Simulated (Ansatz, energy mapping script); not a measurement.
# NiI2: J from the energies of magnetic orders

Wanted: the magnetic order of NiI2, its couplings and an estimate of its ordering temperature, by LDA+U (1.98 eV).

Program: Ansatz 0.2.0. Level of theory: LDA with U = 1.98 eV on Ni d, ortho-atomic projectors; plane waves, U on orthogonalised atomic orbitals unless named otherwise, collinear spin, no spin–orbit coupling. Results are calculated unless marked as measured.

The database entry behind the starting cell differs from later determinations by our own check (an axis about 0.9 % short against later determinations), so it need not match the best structure at ambient conditions.

## 1. Starting point

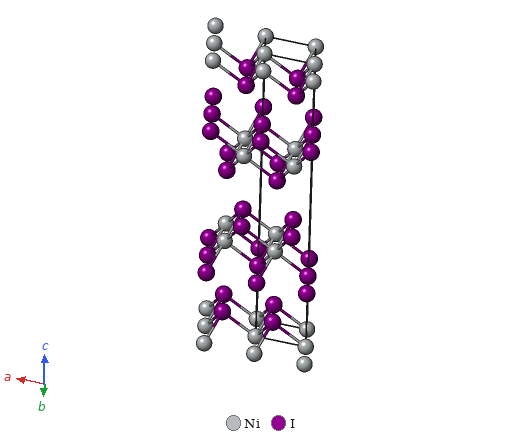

Start, viewed from a free direction; nickel light grey, iodine purple. 2×2×1 cells are drawn. This picture shows the conventional cell, with its axes. Bonds to atoms that aren't drawn are left out. Some periodic images of atoms are drawn too.

A Hubbard U penalises fractional filling of the shell. It raises the cost of virtual hops to the neighbours, so couplings that rest on such hops usually weaken.

## 2. Probe run

One run in the crystal's own cell, under LDA with U = 4.8 eV on Ni d, ortho-atomic projectors, shows which elements keep a moment. Transition or f elements with 0.3 μB or more enter the spin model; moments induced on other atoms do not.

The input, input.yaml:

```yaml
crystal:
  lattice:
    - [1.946, 1.123523624, 6.544666667]
    - [-1.946, 1.123523624, 6.544666667]
    - [0.0, -2.247047248, 6.544666667]
  atoms:
    - { symbol: Ni, position: [0.0, 0.0, 0.0], spin: 2.0 }
    - { symbol: I, position: [0.25, 0.25, 0.25] }
    - { symbol: I, position: [0.75, 0.75, 0.75] }
magnetization:
  spin_polarized: true
kpoints:
  mp_grid: { grid: [8, 8, 8] }
hamiltonian:
  xc: lda
  hubbard:
    sites: [{ species: Ni, l: d, u_eff: 4.8 }]
    projectors: ortho-atomic
scf:
  occupations: { method: fermi_dirac, width: 0.05 }
output:
  eigenvalues: true
```

Command:

```
$ ansatz run input.yaml --threads 4 --pin off --max-ram 8192MiB --backend cpu --events-out ev --progress --plain --runs-dir out
```

Numbers of over 12 decimals in the logs are rounded to 6 here.

What it wrote:

```text
basis.fft_grid_basis auto: the FFT boxes are laid along the combinations [[1, 0, -1], [0, 1, -1], [0, 0, 1]] of the cell's own vectors, 3.892, 3.892 and 6.920 Å long. The dense box has 27×27×48 points. Along the cell's own vectors, as sized, it would have 48×48×48, 3.16 times as many. Of the 12 symmetry operations that the crystal satisfies within crystal.symmetry.tolerance (time reversal apart; of a slab, those that [...]
Engine: ansatz 0.2.0, aarch64-unknown-linux-gnu
Pseudopotentials: kind: paw
Pseudopotential: Ni, paw, valence charge 18, recommended cutoff 420 eV (normal), Ni.paw.azcp
Pseudopotential: I, paw, valence charge 17, recommended cutoff 420 eV (normal), I.paw.azcp
Functional definition: SPW92
  exchange = slater_x
  correlation = pw_c
Crystal: 3 atoms, lattice volume = 85.855 Å³
Basis set: ecut = 420 eV, 1713 PW (Γ), FFT grids on a1−a3, a2−a3, a3
Bands: 33, of which v1, the nominal top of the filled ones, is band 26 counted from 1 (25 counted from 0)
Symmetry: 12 space group operations
Space group: R-3m (ITA 166), of the structure as read, at distance tolerance 4.4e-5 Å
Magnetic group: BNS 166.97 (UNI 1327), of the structure as read, at distance tolerance 4.4e-5 Å
k-points: 65 of 512
Non-local potential: Ni, projectors of the file, l = 0: 3, l = 1: 2, l = 2: 3, l = 3: 1
Non-local potential: I, projectors of the file, l = 0: 2, l = 1: 2, l = 2: 2, l = 3: 2
PAW form: soft (Blöchl's): semilocal exchange-correlation on the pseudo side does not see the compensation charge
PAW frozen core: Ni, regenerated for the run's functional, and the local potential with it (the file was generated under x = pbe(κ = 0.804, μ = 0.219515), c = pbe(β = 0.066725))
PAW frozen core: I, regenerated for the run's functional, and the local potential with it (the file was generated under x = pbe(κ = 0.804, μ = 0.219515), c = pbe(β = 0.066725))
PAW one-centre angular grid: Ni, 590 points (default); XC on 64 Gauss nodes
PAW one-centre angular grid: I, 590 points (default); XC on 64 Gauss nodes
Initial density: superposition of atomic densities (chi_scale 0.1, normalization cell, long waves kept (reshape's long-wave potential 0.11 eV rms))
Starting moments: Σ|m| = 2 μB on 1 of 3 sites
Initial wavefunctions: pseudopotential atomic-orbital guess
Functional: x = slater, c = lda
SCF iter   1: F=—  HF=-20490.069678 eV  |F-HF|=—  |Δ(HF+E_count)|=         —  Δρ=2.01e-1 (↑2.59e-2 ↓2.01e-1)  dr2=4.81e1  dr2_m=6.68e0  M=0.310 μB ∫|m|=0.342 μB  β_m=0.30  ethr=3.10e-3  ⟨swp⟩=7.7  Hψ=19482  notcnv=0  defer=10
preconditioner: auto → Kerker (q_TF=auto, 2.510 Å⁻¹)  [metal: Δε(μ)=0.008 eV  Ē_g=11.626 eV  σ=0.050 eV  W_gap=0.04  n_scr=28 (ndim 8)  ℏωp=19.6 eV  f_vac=0.045  D(μ)=3.82/eV (n_scr^D=28)]
[...]
SCF iter  17: F=—  HF=-20483.665780 eV  |F-HF|=—  |Δ(HF+E_count)|=   3.40e-5  Δρ=4.25e-4 (↑1.07e-4 ↓4.25e-4)  dr2=1.52e-4  dr2_m=2.48e-5  M=1.998 μB ∫|m|=2.026 μB  β_m=0.90  ethr=8.12e-7  ⟨swp⟩=1.5  Hψ=4473  notcnv=0  defer=164
SCF iter  18: F=—  HF=-20483.665763 eV  |F-HF|=—  |Δ(HF+E_count)|=   1.68e-5  Δρ=1.75e-4 (↑4.39e-5 ↓1.75e-4)  dr2=4.55e-5  dr2_m=3.77e-6  M=1.998 μB ∫|m|=2.027 μB  β_m=0.95  ethr=2.92e-7  ⟨swp⟩=2.0  Hψ=7143  notcnv=0  defer=164
SCF iter  19: F=—  HF=-20483.665759 eV  |F-HF|=—  |Δ(HF+E_count)|=   3.71e-6  Δρ=1.59e-5 (↑1.09e-5 ↓1.59e-5)  dr2=1.14e-6  dr2_m=6.06e-8  M=1.998 μB ∫|m|=2.027 μB  β_m=0.97  ethr=8.75e-8  ⟨swp⟩=1.6  Hψ=4398  notcnv=0  defer=164
SCF iter  20: F=—  HF=-20483.665759 eV  |F-HF|=—  |Δ(HF+E_count)|=   1.46e-7  Δρ=4.01e-6 (↑3.36e-6 ↓4.01e-6)  dr2=1.58e-7  dr2_m=1.45e-9  M=1.998 μB ∫|m|=2.027 μB  β_m=0.99  ethr=2.20e-9  ⟨swp⟩=2.0  Hψ=5277  notcnv=0  defer=164
SCF iter  21: F=-20483.665759 eV  HF=-20483.665759 eV  |F-HF|=2.53e-8  |Δ(HF+E_count)|=   5.59e-9  Δρ=4.94e-6 (↑1.71e-6 ↓4.94e-6)  dr2=4.13e-8  dr2_m=3.33e-9  M=1.998 μB ∫|m|=2.027 μB  ethr=1.92e-10  ⟨swp⟩=11.5  Hψ=16010  notcnv=0
SCF 1 converged in 21 iterations: F = -20483.665759 eV  dr2 = 4.13e-8
[...]
SCF converged after 21 iterations
Magnetization: 1.9984 μB (26.9992 up, 25.0008 down)
Absolute magnetization: 2.0265 μB (∫|ρ↑−ρ↓|, with the PAW one-centre terms)
Spin contamination: 0.0034 ħ² per cell (⟨S²⟩ above its minimum at these occupations)
Per-site moments (μB) at R_I (Å): [(1.374550, 1.146591), (0.198409, 1.146591), (0.198409, 1.146591)]
Free energy (F): -20483.665759 eV
Harris-Foulkes:  -20483.665759 eV  (|F-HF|=2.53e-8)
Internal energy: -20483.665290 eV  (E = F + TS)
E sigma→0 (E₀):  -20483.665525 eV
Entropy (-TS):   -0.000469 eV (-0.156 meV/atom)
Fermi energy:    8.167892 eV
--- Per-component energies (eV) ---
  E_band       = -1175.971641
  E_kinetic    = 658.294735
  E_local      = -9029.827278  (includes V_loc(G=0)·N_el)
  E_nonlocal   = 474.945396
  E_hartree    = 4237.238212
  E_xc         = -336.331913
  E_vxc        = -363.052357  (∫ρ·V_xc dr)
  E_hubbard    = 1.197409  (on-site DFT+U / exact-exchange correction)
  E_vhub       = -18.341159  (the Hubbard potential's part of the band-sum identity)
  E_paw        = -10887.504893  (= ΣΔE_a)
  E_vpaw       = -1372.484698  (= ΣTr[D̂ρ^β])
  E_aug_tail   = 0.000559  (compensation charges beyond the density's cutoff)
  E_ewald      = -5603.674067
  E_core_change = 1.996551  (= ΣΔE_core)
  E_smearing   = -0.000469  (= −TS)
  E_closure    = 0.000000  (closes the sum)
  Σ components = -20483.665759   (vs F -20483.665759, Δ=0.00e0)
--- Band table (eV; the first three rows and the last of 130) ---
  k-point 0 ↑: bands = [... 22 lower, 7.4000, 7.5758, 7.5758, 7.7916, 7.7916, 11.3761, 12.5376, 14.4575, ... 3 higher]
  k-point 1 ↑: bands = [... 22 lower, 6.6454, 6.9858, 7.3379, 7.4945, 7.6983, 12.0862, 13.1698, 14.0032, ... 3 higher]
  k-point 2 ↑: bands = [... 22 lower, 5.2921, 5.7392, 6.8350, 7.3044, 7.4827, 12.0147, 13.4885, 14.7413, ... 3 higher]
  k-point 64 ↓: bands = [... 22 lower, 6.3961, 7.5596, 7.5596, 9.2608, 9.2608, 12.9554, 13.0772, 14.9222, ... 3 higher]
Occupation matrices written to <dir>
```

Wall time 11 s (4 threads of Arm Neoverse V1, shared host); peak memory 0.6 GiB.

Spin moment in the sphere by atom:

| atom | spin moment in the sphere (μB) |
| --- | --- |
| Ni1 | 1.37 |
| I2 | 0.20 |
| I3 | 0.20 |

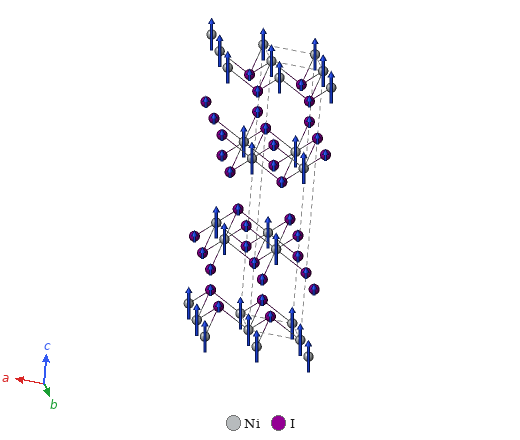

Spin moment in the sphere as arrows, the longest 1.37 μB. Up and down stand for the sign. Arrows give size and sign along the axis of quantisation, drawn up and down the page. Each arrow also spans its atom, so small moments look longer than they are. Bonds to atoms that aren't drawn are left out. 2×2×1 conventional cells are drawn. Some periodic images of atoms are drawn too.

The run ends ferromagnetic; Ni carries the moments.

## 3. Seed run in the crystal's own cell

A corrected shell can settle in several orbital fillings. One parallel run, with an occupation width a fifth wider than the orders use, therefore is to supply the occupation matrices. All orders start from them.

Changes to input.yaml since step 2:

```diff
@@ -16,6 +16,6 @@
   hubbard:
-    sites: [{ species: Ni, l: d, u_eff: 4.8 }]
+    sites: [{ species: Ni, l: d, u_eff: 1.98 }]
     projectors: ortho-atomic
 scf:
-  occupations: { method: fermi_dirac, width: 0.05 }
+  occupations: { method: fermi_dirac, width: 0.06 }
 output:
```

What it wrote:

```text
[...]
Crystal: 3 atoms, lattice volume = 85.855 Å³
Basis set: ecut = 420 eV, 1713 PW (Γ), FFT grids on a1−a3, a2−a3, a3
Bands: 33, of which v1, the nominal top of the filled ones, is band 26 counted from 1 (25 counted from 0)
Symmetry: 12 space group operations
[...]
k-points: 65 of 512
[...]
Starting moments: Σ|m| = 2 μB on 1 of 3 sites
[...]
SCF iter   1: F=—  HF=-20491.237393 eV  |F-HF|=—  |Δ(HF+E_count)|=         —  Δρ=2.01e-1 (↑2.56e-2 ↓2.01e-1)  dr2=4.77e1  dr2_m=6.67e0  M=0.290 μB ∫|m|=0.325 μB  β_m=0.30  ethr=3.10e-3  ⟨swp⟩=7.7  Hψ=19468  notcnv=0  defer=15
[...]
SCF iter  20: F=-20484.411628 eV  HF=-20484.411628 eV  |F-HF|=1.26e-8  |Δ(HF+E_count)|=   5.94e-8  Δρ=2.99e-6 (↑1.82e-6 ↓2.99e-6)  dr2=2.28e-8  dr2_m=5.77e-10  M=1.946 μB ∫|m|=1.979 μB  ethr=1.92e-10  ⟨swp⟩=10.2  Hψ=16916  notcnv=0
SCF 1 converged in 20 iterations: F = -20484.411628 eV  dr2 = 2.28e-8
[...]
SCF converged after 20 iterations
Magnetization: 1.9458 μB (26.9729 up, 25.0271 down)
Absolute magnetization: 1.9796 μB (∫|ρ↑−ρ↓|, with the PAW one-centre terms)
[...]
Per-site moments (μB) at R_I (Å): [(1.261880, 1.146591), (0.218688, 1.146591), (0.218688, 1.146591)]
Free energy (F): -20484.411628 eV
[...]
Internal energy: -20484.403007 eV  (E = F + TS)
E sigma→0 (E₀):  -20484.407317 eV
Entropy (-TS):   -0.008621 eV (-2.874 meV/atom)
Fermi energy:    8.117554 eV
[...]
--- Band table (eV; the first three rows and the last of 130) ---
  k-point 0 ↑: bands = [... 22 lower, 7.3497, 7.5299, 7.5299, 7.9517, 7.9517, 11.4054, 12.5454, 14.5071, ... 3 higher]
  k-point 1 ↑: bands = [... 22 lower, 6.7092, 7.0271, 7.3529, 7.5965, 7.8250, 12.1174, 13.1818, 14.0319, ... 3 higher]
  k-point 2 ↑: bands = [... 22 lower, 5.7262, 6.0211, 6.8963, 7.4261, 7.6152, 12.0745, 13.4961, 14.7605, ... 3 higher]
  k-point 64 ↓: bands = [... 22 lower, 6.4297, 7.5278, 7.5278, 9.1294, 9.1294, 12.9729, 13.1251, 14.9781, ... 3 higher]
Occupation matrices written to <dir>
```

Run time: 12 s. Hardware: 4 threads; peak memory 0.6 GiB; 39 s of CPU time.

Read from the output:

* final state: ferromagnetic
* electrons in the corrected shells: 8.726 e
* largest moment: 1.262 μB

## 4. Parallel start in cell A (6 atoms)

The parallel order is the zero of energy for this cell and mesh.

The input, input.yaml:

```yaml
crystal:
  lattice:
    - [-1.946, 3.370570872, 0.0]
    - [-5.838, -3.370570872, 0.0]
    - [1.946, 1.123523624, 6.544666667]
  atoms:
    - { symbol: Ni, position: [0.5, 0.5, 0.0], spin: 2.0 }
    - { symbol: Ni, position: [0.0, 0.0, 0.0], spin: 2.0 }
    - { symbol: I, position: [0.5, 0.75, 0.75] }
    - { symbol: I, position: [0.0, 0.25, 0.75] }
    - { symbol: I, position: [0.5, 0.25, 0.25] }
    - { symbol: I, position: [0.0, 0.75, 0.25] }
magnetization:
  spin_polarized: true
kpoints:
  mp_grid: { grid: [7, 5, 5] }
hamiltonian:
  xc: lda
  hubbard:
    sites:
      - { species: Ni, l: d, u_eff: 1.98 }
      - { site: 0, l: d, u_eff: 1.98, starting_ns: [{ spin: up, occupation_matrix: ni1_major }, { spin: down, occupation_matrix: ni1_minor }] }
      - { site: 1, l: d, u_eff: 1.98, starting_ns: [{ spin: up, occupation_matrix: ni1_major }, { spin: down, occupation_matrix: ni1_minor }] }
    projectors: ortho-atomic
    occupation_matrices:
      ni1_major:
        matrix:
          - [0.993, 0.0, 0.0, 0.0, 0.0]
          - [0.0, 0.994, 0.0, 0.0, 0.0]
          - [0.0, 0.0, 0.994, 0.0, 0.0]
          - [0.0, 0.0, 0.0, 0.992, 0.0]
          - [0.0, 0.0, 0.0, 0.0, 0.992]
      ni1_minor:
        matrix:
          - [0.984, 0.0, 0.0, 0.0, 0.0]
          - [0.0, 0.576, 0.0, 0.0, 0.266]
          - [0.0, 0.0, 0.576, 0.266, 0.0]
          - [0.0, 0.0, 0.266, 0.812, 0.0]
          - [0.0, 0.266, 0.0, 0.0, 0.812]
scf:
  occupations: { method: fermi_dirac, width: 0.05 }
output:
  eigenvalues: true
  write_density: true
  write_potential: true
  elf: true
  volumetric_format: npy
```

What it wrote:

```text
[...]
Crystal: 6 atoms, lattice volume = 171.709 Å³
Basis set: ecut = 420 eV, 3375 PW (Γ)
Bands: 65, of which v1, the nominal top of the filled ones, is band 52 counted from 1 (51 counted from 0)
Symmetry: 8 space group operations
[...]
k-points: 52 of 175
[...]
Starting moments: Σ|m| = 4 μB on 2 of 6 sites
[...]
SCF iter   1: F=—  HF=-40982.690205 eV  |F-HF|=—  |Δ(HF+E_count)|=         —  Δρ=2.00e-1 (↑2.58e-2 ↓2.00e-1)  dr2=9.49e1  dr2_m=1.33e1  M=0.550 μB ∫|m|=0.618 μB  β_m=0.30  ethr=3.10e-3  ⟨swp⟩=7.3  Hψ=27188  notcnv=0  defer=55
[...]
SCF iter  22: F=-40968.819798 eV  HF=-40968.819798 eV  |F-HF|=3.09e-9  |Δ(HF+E_count)|=   1.33e-7  Δρ=1.17e-6 (↑9.51e-7 ↓1.17e-6)  dr2=1.53e-8  dr2_m=2.44e-10  M=3.925 μB ∫|m|=3.991 μB  ethr=9.62e-11  ⟨swp⟩=12.5  Hψ=30922  notcnv=0
SCF 1 converged in 22 iterations: F = -40968.819798 eV  dr2 = 1.53e-8
[...]
SCF converged after 22 iterations
Magnetization: 3.9252 μB (53.9626 up, 50.0374 down)
Absolute magnetization: 3.9920 μB (∫|ρ↑−ρ↓|, with the PAW one-centre terms)
[...]
Per-site moments (μB) at R_I (Å): [(1.267471, 1.146591), (1.267471, 1.146591), (0.222277, 1.146591), (0.222277, 1.146591), (0.222277, 1.146591), (0.222277, 1.146591)]
Free energy (F): -40968.819798 eV
[...]
Internal energy: -40968.809548 eV  (E = F + TS)
E sigma→0 (E₀):  -40968.814673 eV
Entropy (-TS):   -0.010250 eV (-1.708 meV/atom)
Fermi energy:    8.114377 eV
[...]
--- Specified on-site occupations, and those of the state reported ---
  electrons in the specified blocks: 17.4500 specified, 17.4474 found
  site 0 (l=d) ↓: largest change of an orbital's occupation 0.0017; electrons 3.7600 specified, 3.7566 found; spectral distance 0.0023
[...]
site 1 (l=d) ↑: largest change of an orbital's occupation 0.0009; electrons 4.9650 specified, 4.9671 found; spectral distance 0.0010
[...]
--- Band table (eV; the first three rows and the last of 104) ---
  k-point 0 ↑: bands = [... 48 lower, 7.5299, 7.5303, 7.8418, 7.8477, 7.9485, 7.9488, 10.1235, 11.4038, ... 9 higher]
  k-point 1 ↑: bands = [... 48 lower, 7.4424, 7.4428, 7.4658, 7.7078, 8.0299, 8.0302, 10.4951, 11.9839, ... 9 higher]
  k-point 2 ↑: bands = [... 48 lower, 6.8681, 7.3375, 7.3379, 7.4563, 8.1248, 8.1251, 11.1708, 12.7668, ... 9 higher]
  k-point 51 ↓: bands = [... 48 lower, 6.4790, 6.6473, 8.5752, 8.7583, 8.7669, 8.8592, 11.1685, 11.2060, ... 9 higher]
Occupation matrices written to <dir>
```

Wall time 47 s (4 threads); peak memory 1.2 GiB; 3.1 min of CPU time.

Spin moment in the sphere by atom:

```csv
atom,spin moment in the sphere (μB)
Ni1,1.27
Ni2,1.27
I3,0.22
I4,0.22
I5,0.22
I6,0.22
```

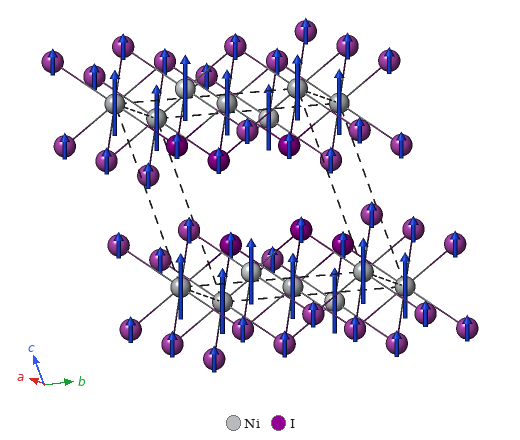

Spin moment in the sphere as arrows, the longest 1.27 μB. Up and down stand for the sign. Arrows give size and sign along the axis of quantisation, drawn up and down the page. Each arrow also spans its atom, so small moments look longer than they are. Some periodic images of atoms are drawn too.

The run ends ferromagnetic.

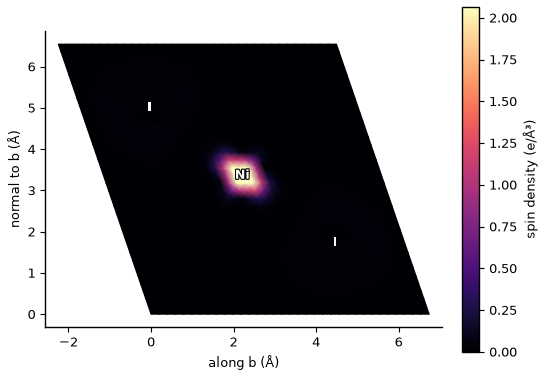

Spin density in the bc plane at fractional x = 0.000, with atoms of Ni and I within 0.2 Å of it. The map starts off the cell's origin, so that atoms lie inside it.

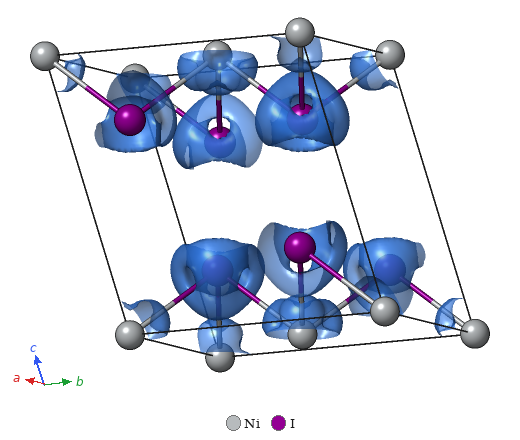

Surface of spin density = 0.032 e/Å³, which holds about 70 % of the integral of its size.

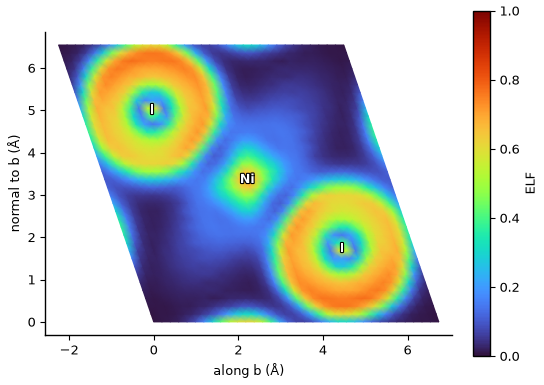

ELF in the bc plane at fractional x = 0.000, with atoms of Ni and I within 0.2 Å of it. It is the smooth field of the valence electrons, not physical close to the nuclei. The map starts off the cell's origin, so that atoms lie inside it.

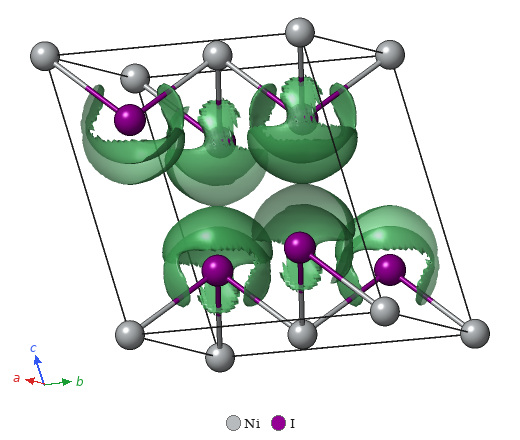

Surface of ELF = 0.7.

[end of part 1 of 3]

[Logs and program files are shortened in this print: banners, set-up blocks, solver, clock and traceback lines can be left out without a mark of their own.]

[Logs are printed without paths, hosts, clocks, repeated set-up lines and the standing remarks that a program may print on its own settings, such as how far it seeks lower states.]

[Hosts, paths, dates, database ids (printed as entryN), source tags and the programs' standing remarks are cut or masked in the printed files.]

[Where a cell is said to come from a database of computed structures, the database is the Materials Project.]
